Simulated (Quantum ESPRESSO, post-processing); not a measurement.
# Al(110): a series in the number of layers, part 2 of 2

Aim: how the results for Al(110) change with the number of layers.

Quantum ESPRESSO 7.5; plane-wave DFT, PBE, GBRV ultrasoft pseudopotentials.

So far. Step 8 (Relaxation with pw.x, 12 layers): The relaxation lowers the energy by 2 meV an atom. On the free atoms the largest force ends at 0.008 eV/Å. Step 9 (Self-consistent run, 12 layers): Inside the slab this potential holds the local part of the pseudopotentials, which can be repulsive at the nuclei; only its value in the vacuum has a meaning of its own.

### Step 10. Relaxing the ions, 14 layers

System of this step: Al(110), 14 layers. The cell holds 14 atoms: 14 Al. Its edges and angles: a = 4.040 Å, b = 2.856 Å, c = 34.525 Å, α = 90.0°, β = 90.0°, γ = 90.0°. It derives from Al. Vacuum lies along c.

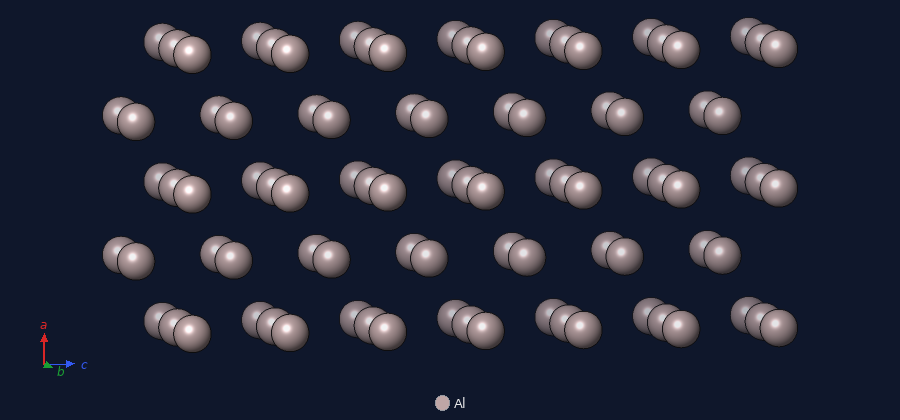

The cell of this step (aluminium light grey). 2×2×1 cells are drawn. Some periodic images of atoms are drawn too.

Contents of m7.relax.in:

```
&control
  prefix = 'm7.relax'
  outdir = './out'
  pseudo_dir = './pseudo'
  nstep = 40
  forc_conv_thr = 0.001
  calculation = 'relax'
/
&system
  ibrav = 0
  nat = 14
  ntyp = 1
  ecutwfc = 40
  ecutrho = 200
  occupations = 'smearing'
  smearing = 'mv'
  degauss = 0.02
/
&electrons
  conv_thr = 1e-08
  mixing_beta = 0.4
  electron_maxstep = 120
  mixing_mode = 'local-TF'
/
&ions
/
ATOMIC_SPECIES
  Al  26.9815  al_pbe_v1.uspp.F.UPF
CELL_PARAMETERS angstrom
  4.03954959800000 0.00000000000000 0.00000000000000
  0.00000000000000 2.85639291368519 0.00000000000000
  0.00000000000000 0.00000000000000 34.52526840018832
ATOMIC_POSITIONS crystal
  Al  0.500000000000 0.500000000000 0.231116443126
  Al  0.000000000000 0.000000000000 0.272483144183
  Al  0.500000000000 0.500000000000 0.313849845241 0 0 0
  Al  0.000000000000 0.000000000000 0.355216546299 0 0 0
  Al  0.500000000000 0.500000000000 0.396583247356 0 0 0
  Al  0.000000000000 0.000000000000 0.437949948414 0 0 0
  Al  0.500000000000 0.500000000000 0.479316649471 0 0 0
  Al  0.000000000000 0.000000000000 0.520683350529 0 0 0
  Al  0.500000000000 0.500000000000 0.562050051586 0 0 0
  Al  0.000000000000 0.000000000000 0.603416752644 0 0 0
  Al  0.500000000000 0.500000000000 0.644783453701 0 0 0
  Al  0.000000000000 0.000000000000 0.686150154759 0 0 0
  Al  0.500000000000 0.500000000000 0.727516855817
  Al  0.000000000000 0.000000000000 0.768883556874
K_POINTS automatic
  8 12 1 0 0 0
```

Started as:

```console
> OMP_NUM_THREADS=1 mpirun -n 4 pw.x -nk 4 -in m7.relax.in > m7.relax.out
```

Wall time 12 min (4 MPI ranks of Arm Neoverse V1, shared host); peak memory 0.8 GiB.

Step by step:

```
step  energy less that of the first step (eV)  largest force (eV/Å)
   1                                   0.0000                0.1777
   2                                  -0.0024                0.1654
   3                                  -0.0049                0.1516
   4                                  -0.0081                0.1310
   5                                  -0.0119                0.0996
   6                                  -0.0153                0.0514
   7                                  -0.0162                0.0105
```

The atoms that moved most (Å):

| atom | dx | dy | dz | length |
| --- | --- | --- | --- | --- |
| Al14 | 0.000 | 0.000 | -0.048 | 0.048 |
| Al1 | 0.000 | 0.000 | 0.048 | 0.048 |
| Al13 | 0.000 | 0.000 | 0.044 | 0.044 |
| Al2 | 0.000 | 0.000 | -0.044 | 0.044 |

The relaxation lowers the energy by 1 meV an atom. On the free atoms the largest force ends at 0.011 eV/Å.

Numbers from this step:

```
free energy  : -1276.1421 eV
Fermi energy : 2.975 eV
```

### Step 11. SCF with pw.x, 14 layers

Contents of m7.esm.in:

```
&control
  prefix = 'm7.esm'
  outdir = './out'
  pseudo_dir = './pseudo'
  calculation = 'scf'
  tprnfor = .true.
/
&system
  ibrav = 0
  nat = 14
  ntyp = 1
  ecutwfc = 40
  ecutrho = 200
  occupations = 'smearing'
  smearing = 'mv'
  degauss = 0.02
  assume_isolated = 'esm'
  esm_bc = 'bc1'
/
&electrons
  conv_thr = 1e-08
  mixing_beta = 0.25
  electron_maxstep = 160
  mixing_mode = 'local-TF'
  mixing_ndim = 12
/
ATOMIC_SPECIES
  Al  26.9815  al_pbe_v1.uspp.F.UPF
CELL_PARAMETERS angstrom
  4.03954959800000 0.00000000000000 0.00000000000000
  0.00000000000000 2.85639291368519 0.00000000000000
  0.00000000000000 0.00000000000000 34.52526840018832
ATOMIC_POSITIONS crystal
  Al  0.500000000000 0.500000000000 -0.267489074900
  Al  0.000000000000 0.000000000000 -0.228794837500
  Al  0.500000000000 0.500000000000 -0.186150154800
  Al  0.000000000000 0.000000000000 -0.144783453700
  Al  0.500000000000 0.500000000000 -0.103416752600
  Al  0.000000000000 0.000000000000 -0.062050051600
  Al  0.500000000000 0.500000000000 -0.020683350500
  Al  0.000000000000 0.000000000000 0.020683350500
  Al  0.500000000000 0.500000000000 0.062050051600
  Al  0.000000000000 0.000000000000 0.103416752600
  Al  0.500000000000 0.500000000000 0.144783453700
  Al  0.000000000000 0.000000000000 0.186150154800
  Al  0.500000000000 0.500000000000 0.228794837500
  Al  0.000000000000 0.000000000000 0.267489074900
K_POINTS automatic
  8 12 1 0 0 0
```

Started as:

```console
> OMP_NUM_THREADS=1 mpirun -n 4 pw.x -nk 4 -in m7.esm.in > m7.esm.out
```

It took 5 min on 4 MPI ranks; peak memory 0.79 GiB.

Numbers from this step:

```
Fermi energy                                                   : -4.043 eV
vacuum line at the lower end of the cell, over the Fermi level : 4.043 eV
vacuum line at the upper end of the cell, over the Fermi level : 4.043 eV
```

Inside the slab this potential holds the local part of the pseudopotentials, which can be repulsive at the nuclei; only its value in the vacuum has a meaning of its own.

### Step 12. The series side by side

The series in one table:

```csv
the number of layers,energy (eV),work function (eV)
4 layers,-363.7256,4.153
5 layers,-454.9551,4.026
6 layers,-546.0950,3.943
7 layers,-637.3956,3.991
8 layers,-728.7249,4.164
10 layers,-911.2123,4.047
12 layers,-1093.7255,3.999
14 layers,-1276.1421,4.043
```

### Step 13. By hand

γ = intercept/(2A) = 1.3428 eV / (2 × 11.539 Å²) × 16.02 = 0.93 J/m².

### Step 14. Summary of results

* surface energy from the intercept: 0.93 J/m²
* work function at 14 layers: 4.04 eV

**Reading.** The series holds 8 members; surface energy from the intercept: 0.93 J/m²; work function at 14 layers: 4.04 eV (PBE, GBRV ultrasoft). A line through the energies of all but the thinnest slab has a slope of -91.2524 eV a layer and leaves residuals that spread over 125 meV, worth 0.09 J/m². The bulk run gives -91.2657 eV a layer, -13.3 meV from that slope; used for the thickest slab it would give 1.10 J/m². The work function spans 3.94 to 4.16 eV and over the last three members 0.05 eV. Unreconstructed faces. One mesh, so part of the swing with thickness is sampling.

Comparison with the measured values:

```
                             quantity  measured   PBE, 14 layers
work function (clean (110) face) (eV)      4.23  4.04 (-0.19 eV)
```

Measured values from arxiv:1702.08515 (2017).

Verdict: The work function is off by -0.19 eV: fair agreement. The grades are ours: good and fair within 3 and 7 % for the work function. Other measurements of the same face can differ from the value quoted by 0.1 to 0.2 eV.

[Logs are printed without paths, hosts, clocks, repeated set-up lines and the standing remarks that a program may print on its own settings, such as how far it seeks lower states.]

[Hosts, paths, dates, database ids (printed as entryN), source tags and the programs' standing remarks are cut or masked in the printed files.]

[Maps of the electrostatic potential energy from Ansatz leave out the sawtooth potential of an applied field or a dipole correction, so their vacuum need not be flat; planar profiles and work functions include it.]
